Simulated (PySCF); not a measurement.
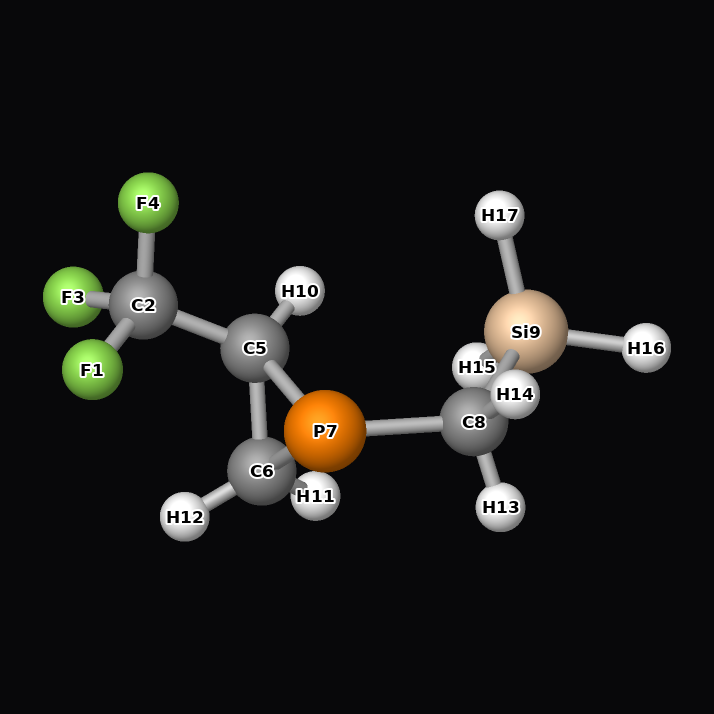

The thickness of each stick grows with its Mayer bond order. Computed geometry: GFN2-xTB optimisation. No frequency run is at hand to confirm it as a minimum. Computed with PBE0/pcSseg-1 (PySCF 2.14.0).

List the Mayer bond orders of F1–C2, C2–F3, C2–F4, C2–C5, C5–C6, C5–P7, C6–P7, P7–C8, C8–Si9 (bonds between heavy atoms, one of each equivalent set).

```json
{"bond": "F1–C2", "Mayer order": "0.99", "length (Å)": "1.342"}
{"bond": "C2–F3", "Mayer order": "1.00", "length (Å)": "1.349"}
{"bond": "C2–F4", "Mayer order": "1.00", "length (Å)": "1.344"}
{"bond": "C2–C5", "Mayer order": "1.00", "length (Å)": "1.492"}
{"bond": "C5–C6", "Mayer order": "0.91", "length (Å)": "1.511"}
{"bond": "C5–P7", "Mayer order": "0.91", "length (Å)": "1.857"}
{"bond": "C6–P7", "Mayer order": "0.92", "length (Å)": "1.840"}
{"bond": "P7–C8", "Mayer order": "0.94", "length (Å)": "1.856"}
{"bond": "C8–Si9", "Mayer order": "0.87", "length (Å)": "1.911"}
```

The geometry is semi-empirical. Around P, Si such bond lengths and angles can be off by a tenth of an ångström or more and by several degrees, and values that hang on the shape move with them.
